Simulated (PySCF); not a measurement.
# CH$_{7}$NSi: saddle-point search (part 4 of 4)

Continued. System: CH$_{7}$NSi, SMILES C[SiH2]N. Method: HF/def2-SVP, RHF (PySCF 2.14.0). 

Geometry of the input (Å):
```
C  -0.0638  0.1264  -1.7516
Si 0.2013  -0.6652  -0.0767
N  1.4781  -0.0209  0.8797
H  -0.8948  -0.3548  -2.2760
H  0.8276  0.0338  -2.3774
H  -0.2988  1.1894  -1.6529
H  0.5001  -2.1093  -0.2822
H  -1.0503  -0.5171  0.7161
H  2.1652  0.5930  0.4744
H  1.3362  0.1867  1.8544
```

Trajectory as extended XYZ, continued:
```
10
Properties=species:S:1:pos:R:3:forces:R:3 step=2 energy=-10481.61968
C    -0.0544    0.1284   -1.7427    0.1305   0.1831  -0.0621
Si    0.1907   -0.6825   -0.0691    0.0049  -0.3529   0.2552
N     1.4777   -0.0082    0.8653    0.0861   0.4858  -0.0353
H    -0.8833   -0.3448   -2.2755    0.0299  -0.0220   0.0192
H     0.8401    0.0365   -2.3644   -0.0195  -0.0063  -0.0301
H    -0.2839    1.1919   -1.6379   -0.0068  -0.0069  -0.0103
H     0.4739   -2.1272   -0.2860   -0.2422  -0.0100  -0.0811
H    -1.0599   -0.5438    0.7255    0.0006  -0.1281  -0.0218
H     2.1582    0.6051    0.4575   -0.0027  -0.1049   0.0482
H     1.3418    0.2066    1.8350    0.0191  -0.0377  -0.0820
10
Properties=species:S:1:pos:R:3:forces:R:3 step=3 energy=-10481.63428
C    -0.0452    0.1299   -1.7346    0.0614   0.1030  -0.0294
Si    0.1828   -0.6957   -0.0622    0.1011  -0.1728   0.1488
N     1.4752    0.0016    0.8528   -0.0424   0.3101  -0.0258
H    -0.8724   -0.3352   -2.2765    0.0181  -0.0126  -0.0059
H     0.8526    0.0368   -2.3513   -0.0098  -0.0119  -0.0129
H    -0.2694    1.1938   -1.6243   -0.0060  -0.0049  -0.0003
H     0.4504   -2.1412   -0.2875   -0.1726  -0.0078  -0.0446
H    -1.0669   -0.5655    0.7337    0.0031  -0.0916  -0.0111
H     2.1427    0.6202    0.4349    0.0232  -0.0699  -0.0038
H     1.3510    0.2174    1.8227    0.0239  -0.0417  -0.0149
10
Properties=species:S:1:pos:R:3:forces:R:3 step=4 energy=-10481.64705
C    -0.0342    0.1320   -1.7242   -0.0060   0.0085  -0.0037
Si    0.1735   -0.7086   -0.0525    0.0545  -0.0318   0.0149
N     1.4625    0.0247    0.8369   -0.0902   0.1416  -0.0050
H    -0.8531   -0.3242   -2.2859    0.0067  -0.0045  -0.0057
H     0.8725    0.0374   -2.3277    0.0011  -0.0007   0.0014
H    -0.2543    1.1959   -1.6076   -0.0006  -0.0010   0.0015
H     0.4116   -2.1567   -0.2891   -0.0332  -0.0050  -0.0065
H    -1.0751   -0.6014    0.7469   -0.0004  -0.0144   0.0008
H     2.1225    0.6356    0.3983    0.0378  -0.0436  -0.0079
H     1.3748    0.2273    1.8126    0.0304  -0.0491   0.0102
10
Properties=species:S:1:pos:R:3:forces:R:3 step=5 energy=-10481.65634
C    -0.0345    0.1321   -1.7264    0.0079   0.0080   0.0175
Si    0.1648   -0.6971   -0.0475   -0.0486  -0.0704  -0.0019
N     1.4350    0.0623    0.8365   -0.0814   0.0798  -0.0795
H    -0.8344   -0.3434   -2.2993    0.0012  -0.0011   0.0025
H     0.8839    0.0502   -2.3141    0.0006   0.0028  -0.0005
H    -0.2751    1.1922   -1.6187   -0.0021   0.0021  -0.0041
H     0.4007   -2.1474   -0.2838    0.0067   0.0037   0.0125
H    -1.0878   -0.6017    0.7469   -0.0032  -0.0005  -0.0052
H     2.1284    0.6240    0.3870    0.0845   0.0015   0.0470
H     1.4198    0.1909    1.8272    0.0343  -0.0259   0.0117
10
Properties=species:S:1:pos:R:3:forces:R:3 step=6 energy=-10481.66459
C    -0.0357    0.1322   -1.7284    0.0060   0.0083   0.0043
Si    0.1553   -0.6864   -0.0445   -0.0806  -0.0882   0.0225
N     1.4063    0.1014    0.8358   -0.0695   0.0952  -0.0959
H    -0.8176   -0.3597   -2.3119   -0.0003   0.0000   0.0037
H     0.8929    0.0666   -2.3021   -0.0004   0.0004  -0.0020
H    -0.2973    1.1878   -1.6267   -0.0010   0.0008  -0.0026
H     0.4028   -2.1381   -0.2667    0.0083   0.0026   0.0009
H    -1.1018   -0.5972    0.7426   -0.0104  -0.0032  -0.0089
H     2.1382    0.6036    0.3776    0.1075   0.0087   0.0801
H     1.4578    0.1518    1.8321    0.0405  -0.0245  -0.0018
10
Properties=species:S:1:pos:R:3:forces:R:3 step=7 energy=-10481.67302
C    -0.0364    0.1314   -1.7315    0.0037   0.0081   0.0061
Si    0.1467   -0.6738   -0.0409   -0.0679  -0.0776   0.0200
N     1.3833    0.1403    0.8373   -0.0816   0.0896  -0.0672
H    -0.8051   -0.3750   -2.3200   -0.0019   0.0024   0.0035
H     0.8992    0.0753   -2.2947   -0.0005  -0.0015  -0.0019
H    -0.3136    1.1836   -1.6386   -0.0003   0.0022  -0.0032
H     0.4047   -2.1270   -0.2471    0.0137   0.0050  -0.0005
H    -1.1163   -0.5882    0.7364   -0.0091  -0.0047  -0.0093
H     2.1407    0.6019    0.3778    0.1032  -0.0048   0.0660
H     1.4977    0.0934    1.8290    0.0408  -0.0187  -0.0134
10
Properties=species:S:1:pos:R:3:forces:R:3 step=8 energy=-10481.67375
C    -0.0335    0.1283   -1.7322   -0.0138   0.0010  -0.0004
Si    0.1386   -0.6708   -0.0379    0.0342   0.0018  -0.0166
N     1.3800    0.1501    0.8328   -0.0737   0.0482   0.0489
H    -0.8049   -0.3747   -2.3202   -0.0032   0.0049  -0.0020
H     0.9029    0.0637   -2.2928   -0.0002  -0.0036   0.0025
H    -0.3045    1.1826   -1.6442   -0.0003   0.0021  -0.0023
H     0.3966   -2.1258   -0.2293    0.0147   0.0061   0.0051
H    -1.1312   -0.5801    0.7283    0.0034  -0.0022  -0.0020
H     2.1193    0.6571    0.3900    0.0186  -0.0504  -0.0182
H     1.5375    0.0315    1.8133    0.0202  -0.0079  -0.0149
10
Properties=species:S:1:pos:R:3:forces:R:3 step=9 energy=-10481.67369
C    -0.0358    0.1289   -1.7332   -0.0027   0.0035   0.0020
Si    0.1420   -0.6715   -0.0398    0.0196  -0.0187  -0.0029
N     1.3847    0.1429    0.8336   -0.0696   0.0833   0.0111
H    -0.8019   -0.3798   -2.3231   -0.0026   0.0023   0.0016
H     0.9018    0.0736   -2.2929   -0.0010  -0.0027  -0.0002
H    -0.3161    1.1808   -1.6439    0.0025   0.0011  -0.0008
H     0.3994   -2.1260   -0.2345    0.0054   0.0012  -0.0029
H    -1.1250   -0.5789    0.7304    0.0006  -0.0051   0.0011
H     2.1348    0.6330    0.3901    0.0276  -0.0458  -0.0014
H     1.5171    0.0590    1.8211    0.0202  -0.0191  -0.0075
10
Properties=species:S:1:pos:R:3:forces:R:3 step=10 energy=-10481.67380
C    -0.0347    0.1288   -1.7327   -0.0033   0.0037   0.0023
Si    0.1403   -0.6710   -0.0388    0.0179  -0.0177  -0.0021
N     1.3822    0.1455    0.8342   -0.0639   0.0808   0.0076
H    -0.8034   -0.3771   -2.3216   -0.0022   0.0021   0.0012
H     0.9023    0.0690   -2.2928   -0.0008  -0.0024  -0.0006
H    -0.3107    1.1819   -1.6442    0.0020   0.0008  -0.0006
H     0.3992   -2.1256   -0.2310    0.0059   0.0014  -0.0031
H    -1.1289   -0.5793    0.7280    0.0011  -0.0047   0.0010
H     2.1257    0.6437    0.3885    0.0256  -0.0459  -0.0013
H     1.5287    0.0459    1.8182    0.0176  -0.0181  -0.0045
10
Properties=species:S:1:pos:R:3:forces:R:3 step=11 energy=-10481.67345
C    -0.0358    0.1291   -1.7330   -0.0026   0.0015   0.0004
Si    0.1425   -0.6722   -0.0402    0.0125  -0.0219  -0.0036
N     1.3859    0.1408    0.8331   -0.0702   0.0851   0.0161
H    -0.8013   -0.3800   -2.3234   -0.0025   0.0023   0.0012
H     0.9019    0.0749   -2.2926   -0.0009  -0.0027  -0.0009
H    -0.3170    1.1807   -1.6433    0.0028   0.0008   0.0000
H     0.3987   -2.1268   -0.2352    0.0053   0.0016  -0.0046
H    -1.1239   -0.5788    0.7309    0.0002  -0.0050   0.0017
H     2.1367    0.6294    0.3895    0.0340  -0.0417  -0.0014
H     1.5130    0.0647    1.8219    0.0213  -0.0202  -0.0088
10
Properties=species:S:1:pos:R:3:forces:R:3 step=12 energy=-10481.67734
C    -0.0850    0.1743   -1.7041    0.0026   0.0052   0.0034
Si    0.1573   -0.6757   -0.0434   -0.0388  -0.0535   0.0160
N     1.4285    0.1164    0.8081   -0.0573   0.1003  -0.0413
H    -0.8742   -0.3164   -2.2787   -0.0013   0.0003   0.0031
H     0.8301    0.1350   -2.3012   -0.0011  -0.0016  -0.0038
H    -0.3595    1.2233   -1.5729    0.0036   0.0003   0.0006
H     0.4060   -2.1241   -0.2915    0.0048   0.0018  -0.0093
H    -1.0773   -0.6053    0.7790   -0.0052  -0.0083  -0.0008
H     2.1868    0.5605    0.3316    0.0704  -0.0242   0.0383
H     1.6115   -0.0102    1.7828    0.0223  -0.0202  -0.0061
10
Properties=species:S:1:pos:R:3:forces:R:3 step=13 energy=-10481.68126
C    -0.0515    0.1425   -1.7286    0.0074   0.0076   0.0053
Si    0.1466   -0.6609   -0.0393   -0.0939  -0.0709   0.0306
N     1.3703    0.1773    0.8385   -0.0473   0.0812  -0.0893
H    -0.8126   -0.3754   -2.3172   -0.0017   0.0001   0.0051
H     0.8841    0.1033   -2.2931   -0.0011  -0.0012  -0.0046
H    -0.3460    1.1898   -1.6333    0.0035   0.0007   0.0001
H     0.4242   -2.1115   -0.2434    0.0115   0.0043  -0.0091
H    -1.1135   -0.5872    0.7422   -0.0135  -0.0123  -0.0054
H     2.1731    0.5400    0.3655    0.1075   0.0037   0.0775
H     1.5321    0.0482    1.8170    0.0276  -0.0132  -0.0101
10
Properties=species:S:1:pos:R:3:forces:R:3 step=14 energy=-10481.68630
C    -0.0987    0.1776   -1.7107    0.0036   0.0052   0.0045
Si    0.1646   -0.6596   -0.0472   -0.0465  -0.0244   0.0004
N     1.4136    0.1665    0.8128   -0.0443   0.0155   0.0008
H    -0.8779   -0.3317   -2.2828   -0.0042   0.0029   0.0049
H     0.8161    0.1556   -2.3093   -0.0008  -0.0025   0.0006
H    -0.3930    1.2212   -1.5816    0.0011   0.0020  -0.0018
H     0.4372   -2.1044   -0.2965    0.0174   0.0066   0.0014
H    -1.0606   -0.6036    0.7882   -0.0152  -0.0105  -0.0066
H     2.2517    0.4555    0.3490    0.0671  -0.0065   0.0243
H     1.5726    0.0018    1.7878    0.0218   0.0116  -0.0286
10
Properties=species:S:1:pos:R:3:forces:R:3 step=15 energy=-10481.68825
C    -0.1390    0.2103   -1.6899   -0.0044   0.0017   0.0022
Si    0.1803   -0.6632   -0.0555   -0.0115  -0.0020   0.0157
N     1.4507    0.1512    0.7895    0.0221   0.0086  -0.0490
H    -0.9447   -0.2798   -2.2419   -0.0010   0.0000  -0.0002
H     0.7521    0.1934   -2.3233   -0.0003  -0.0016  -0.0010
H    -0.4179    1.2535   -1.5274    0.0015  -0.0007   0.0014
H     0.4584   -2.0990   -0.3473    0.0060   0.0026   0.0000
H    -1.0177   -0.6327    0.8196   -0.0060  -0.0021  -0.0047
H     2.3103    0.3706    0.3234   -0.0007  -0.0007   0.0233
H     1.6088   -0.0147    1.7641   -0.0059  -0.0058   0.0122
10
Properties=species:S:1:pos:R:3:forces:R:3 step=16 energy=-10481.68781
C    -0.1732    0.2347   -1.6736   -0.0050  -0.0026  -0.0007
Si    0.1977   -0.6698   -0.0672    0.0497   0.0142  -0.0268
N     1.4939    0.1192    0.7626   -0.0179   0.0053   0.0863
H    -1.0028   -0.2390   -2.2043   -0.0014   0.0016  -0.0010
H     0.6939    0.2217   -2.3396    0.0008  -0.0007   0.0023
H    -0.4361    1.2771   -1.4824   -0.0012   0.0006  -0.0002
H     0.4634   -2.0992   -0.3982    0.0000  -0.0001   0.0036
H    -0.9714   -0.6520    0.8466    0.0032   0.0034   0.0009
H     2.3694    0.3233    0.3213   -0.0271  -0.0249  -0.0487
H     1.6191   -0.0179    1.7471   -0.0012   0.0031  -0.0157
10
Properties=species:S:1:pos:R:3:forces:R:3 step=17 energy=-10481.68831
C    -0.1604    0.2261   -1.6791   -0.0024  -0.0003   0.0005
Si    0.1904   -0.6668   -0.0617    0.0260   0.0073  -0.0153
N     1.4782    0.1308    0.7728   -0.0129   0.0035   0.0509
H    -0.9819   -0.2529   -2.2175   -0.0008   0.0010  -0.0001
H     0.7156    0.2104   -2.3333    0.0001  -0.0008   0.0007
H    -0.4284    1.2691   -1.4986   -0.0002   0.0004  -0.0001
H     0.4599   -2.0992   -0.3766    0.0001   0.0000   0.0003
H    -0.9908   -0.6429    0.8363    0.0026   0.0000   0.0013
H     2.3434    0.3503    0.3188   -0.0106  -0.0165  -0.0277
H     1.6237   -0.0294    1.7510   -0.0019   0.0054  -0.0105
10
Properties=species:S:1:pos:R:3:forces:R:3 step=18 energy=-10481.68859
C    -0.1413    0.2085   -1.6938   -0.0013  -0.0003   0.0003
Si    0.1850   -0.6622   -0.0593   -0.0012   0.0016   0.0015
N     1.4527    0.1534    0.7886    0.0032   0.0003  -0.0043
H    -0.9503   -0.2816   -2.2408   -0.0007   0.0005   0.0001
H     0.7465    0.1896   -2.3319    0.0000  -0.0004   0.0004
H    -0.4179    1.2523   -1.5311    0.0002   0.0001   0.0001
H     0.4676   -2.0969   -0.3518    0.0031   0.0012   0.0014
H    -1.0116   -0.6330    0.8178   -0.0028  -0.0009  -0.0018
H     2.3278    0.3495    0.3421   -0.0001  -0.0016   0.0020
H     1.5817    0.0094    1.7713   -0.0005  -0.0006   0.0003
10
Properties=species:S:1:pos:R:3:forces:R:3 step=19 energy=-10481.68860
C    -0.1388    0.2054   -1.6968   -0.0001   0.0002   0.0002
Si    0.1850   -0.6611   -0.0596   -0.0007   0.0002   0.0002
N     1.4491    0.1576    0.7909   -0.0003  -0.0006   0.0005
H    -0.9473   -0.2859   -2.2437   -0.0001   0.0001   0.0001
H     0.7498    0.1848   -2.3336   -0.0001  -0.0002   0.0000
H    -0.4153    1.2496   -1.5370    0.0000   0.0000   0.0000
H     0.4715   -2.0958   -0.3481    0.0006   0.0002   0.0004
H    -1.0143   -0.6317    0.8137   -0.0007  -0.0002  -0.0006
H     2.3285    0.3460    0.3497    0.0010   0.0002   0.0002
H     1.5703    0.0191    1.7754    0.0004   0.0002  -0.0009
10
Properties=species:S:1:pos:R:3:forces:R:3 step=20 energy=-10481.68860
C    -0.1386    0.2052   -1.6970    0.0000   0.0001   0.0000
Si    0.1850   -0.6611   -0.0596   -0.0002   0.0000   0.0001
N     1.4488    0.1578    0.7911   -0.0001   0.0001  -0.0002
H    -0.9475   -0.2857   -2.2435    0.0000   0.0000   0.0000
H     0.7499    0.1839   -2.3340    0.0000   0.0000  -0.0001
H    -0.4145    1.2496   -1.5373    0.0000   0.0000   0.0000
H     0.4721   -2.0958   -0.3478    0.0000   0.0000   0.0000
H    -1.0148   -0.6319    0.8131   -0.0001   0.0000  -0.0001
H     2.3284    0.3462    0.3502    0.0002   0.0000   0.0002
H     1.5697    0.0196    1.7757    0.0001  -0.0001  -0.0001
```

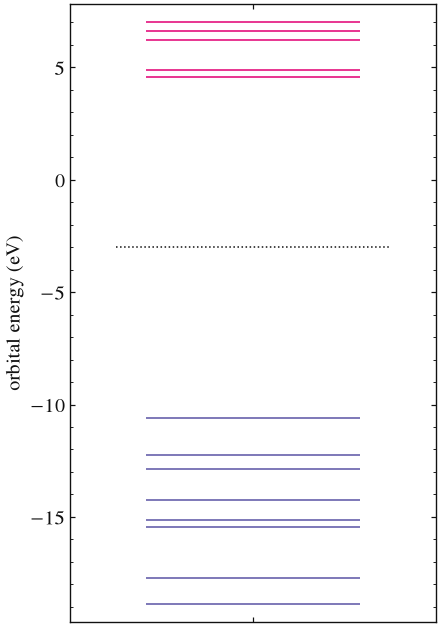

**Figure 1.** Orbital energies near the frontier; the dotted line parts filled from empty levels, and levels within 0.02 eV of each other stand side by side. Highest filled −10.60 eV, lowest empty 4.59 eV, 15.19 eV apart.

Summary:

```tsv
quantity	value
outcome	converged
total energy	−385.194951 hartree
basis functions	81
HOMO	−10.60 eV
LUMO	4.59 eV
dipole moment	1.08 D
hardware	1 thread of Intel Xeon @ 2.50GHz (Skylake/Cascade Lake), 189 GiB of memory available, shared host
wall time	2.4 min
peak memory	0.64 GiB
```
